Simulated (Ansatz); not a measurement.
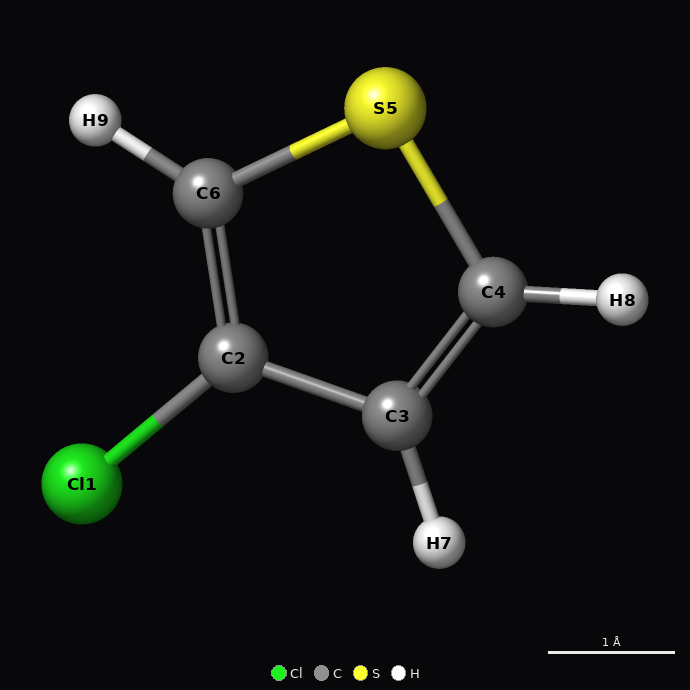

Computed geometry: PBE0-D4/def2-TZVP optimisation.

### What is the geometry at C4?

C4 has 3 neighbours (C3 at 1.36, S5 at 1.70, H8 at 1.08 Å); the arrangement is trigonal planar.

### What is the geometry at C6?

C6 has 3 neighbours (C2 at 1.36, S5 at 1.70, H9 at 1.08 Å); the arrangement is trigonal planar.

### How are the neighbours of atom 2 arranged?

C2 has 3 neighbours (Cl1 at 1.72, C3 at 1.42, C6 at 1.36 Å); the arrangement is trigonal planar.

### What is the geometry at S5?

S5 has 2 neighbours (C4 at 1.70, C6 at 1.70 Å); the arrangement is bent.

### What is the dihedral angle Cl1–C2–C3–C4?

180° in size, that is anti.
